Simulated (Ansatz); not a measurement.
# One shape, several levels: O2 (oxygen)

Wanted: a comparison of 3 runs (UPBE/STO-3G, USVWN5/STO-3G, UMP2/STO-3G) of O2 (oxygen). 

Program for the calculation: Ansatz 0.2.0.

35 further runs of the same task are left out: 14 that didn't finish, 21 set aside as unsound or not needed.

## Step 1: Starting point

The species is O2 (2 atoms), meant as a triplet with charge 0. SMILES: `O=O`. The O2–O1 distance was set to 2.982 Å, away from the relaxed value.

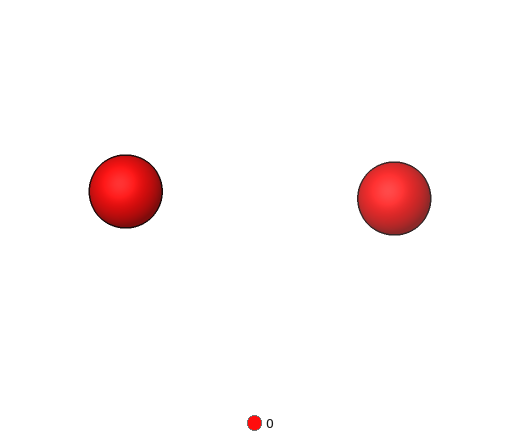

Viewed from a chosen angle; oxygen red.

## Step 2: A single-point energy at UPBE/STO-3G (run 1)

File job.yaml:

```yaml
crystal:
  periodic: [false, false, false]
  atoms:
    - {symbol: O, position_ang: [2.038187, -0.659396, 1.049793]}
    - {symbol: O, position_ang: [-0.509550, 0.164850, -0.262450]}
basis:
  gaussian:
    orbitals: STO-3G
magnetization:
  spin_polarized: true
  initial_magnetization: 2
hamiltonian:
  xc: {name: PBE}
accuracy: high
```

Command:

```console
$ ansatz run job.yaml --threads 1 --pin off --max-ram 3480MiB --events-out events.jsonl --progress --plain --runs-dir runs
```

Log, shortened:

```text
Warning: RAYON_NUM_THREADS=1 ignored (pool sized by the plan → 1); use --threads N
Functional definition: PBE
  name "PBE"
[...]
141 factors; integrals over basis functions are off by at most 4.5e-9 eV
[...]
mean field -4023.68906856 eV, -147.8678459151 hartree, gradient 6.6e-9 eV, S^2 2.999906; 38 other end points of the search recorded, 0 dependent functions left out
reference -4023.68906930 eV, -147.8678459425 hartree; 9, 7 occupied and 1, 3 virtual orbitals, 141 factors
Total energy: -4023.68906930 eV, -147.8678459425 hartree
```

Wall time 29 s (1 thread of Arm Neoverse V1, shared host).

## Step 3: The energy at USVWN5/STO-3G (run 2)

File molecule.yaml:

```yaml
crystal:
  periodic: [false, false, false]
  atoms:
    - {symbol: O, position_ang: [2.038187, -0.659396, 1.049793]}
    - {symbol: O, position_ang: [-0.509550, 0.164850, -0.262450]}
basis:
  gaussian: {orbitals: STO-3G}
magnetization: {spin_polarized: true, initial_magnetization: 2}
hamiltonian: {xc: {name: SVWN5}}
accuracy: high
```

Command:

```console
$ ansatz run molecule.yaml --threads 1 --pin off --max-ram 3480MiB --events-out events.jsonl --progress --plain --runs-dir runs
```

Log, shortened:

```text
Warning: RAYON_NUM_THREADS=1 ignored (pool sized by the plan → 1); use --threads N
Functional definition: SVWN5
  name "SVWN5"
[...]
141 factors; integrals over basis functions are off by at most 4.5e-9 eV
[...]
mean field -3996.66814251 eV, -146.8748451984 hartree, gradient 7.6e-9 eV, S^2 2.999842; 19 other end points of the search recorded, 0 dependent functions left out
reference -3996.66814322 eV, -146.8748452242 hartree; 9, 7 occupied and 1, 3 virtual orbitals, 141 factors
Total energy: -3996.66814322 eV, -146.8748452242 hartree
```

Wall time 2.9 s (1 thread of Arm Neoverse V1, shared host).

## Step 4: A single-point energy at UMP2/STO-3G (run 3)

File molecule.yaml:

```yaml
crystal:
  periodic: [false, false, false]
  atoms:
    - {symbol: O, position_ang: [2.038187, -0.659396, 1.049793]}
    - {symbol: O, position_ang: [-0.509550, 0.164850, -0.262450]}
basis:
  gaussian:
    orbitals: STO-3G
magnetization:
  spin_polarized: true
  initial_magnetization: 2
correlation:
  method: mp2
  frozen_orbitals: {O: 1}
accuracy: high
```

Command:

```console
$ ansatz run molecule.yaml --threads 1 --pin off --max-ram 3480MiB --events-out events.jsonl --progress --plain --runs-dir runs
```

Log, shortened:

```text
Warning: RAYON_NUM_THREADS=1 ignored (pool sized by the plan → 1); use --threads N
Functional definition: HF
  name "HF"
[...]
141 factors; integrals over basis functions are off by at most 4.5e-9 eV
[...]
mean field -4015.34030928 eV, -147.5610346706 hartree, gradient 1.6e-9 eV, S^2 2.999995; 30 other end points of the search recorded, 0 dependent functions left out
2 core orbitals not correlated: weight in the atoms' cores, before any rotation towards them, 1.000 or more for the frozen orbitals, at most 0.000 for the correlated occupied ones
reference -4015.34030928 eV, -147.5610346706 hartree; 7, 5 occupied and 1, 3 virtual orbitals, 141 factors
second order -0.03684876 eV of doubles, -0.00000000 eV of singles
Total energy: -4015.37715804 eV, -147.5623888375 hartree
```

It took 0.5 s on 1 thread of Arm Neoverse V1, shared host.

## Step 5: All runs side by side

```
run          level  frozen core orbitals  energy (Eh)   ⟨S²⟩  wall time
  1    UPBE/STO-3G                     –  -147.867846  3.000       29 s
  2  USVWN5/STO-3G                     –  -146.874845  3.000      2.9 s
  3    UMP2/STO-3G                     2  -147.562389  3.000      0.5 s
```

## Step 6: Outcome

| quantity | value |
| --- | --- |
| run 3: total energy | -147.56239 Eh |
| run 3: correlation energy (2 core orbitals frozen) | -1.4 mEh |
| run 3: ⟨S²⟩ of the reference determinant | 3.000 |

**Reading.** Totals of different functionals can't be ranked against each other. In runs 1, 2, 3 the basis is minimal, so the values are rough. Spin contamination of the reference: run 3 ⟨S²⟩ = 3.00, run 1 ⟨S²⟩ = 3.00, run 2 ⟨S²⟩ = 3.00. Where it is this large, the reference is a mixture of spin states, and values that rest on it are in doubt. All runs together took 32 s, the longest 29 s.
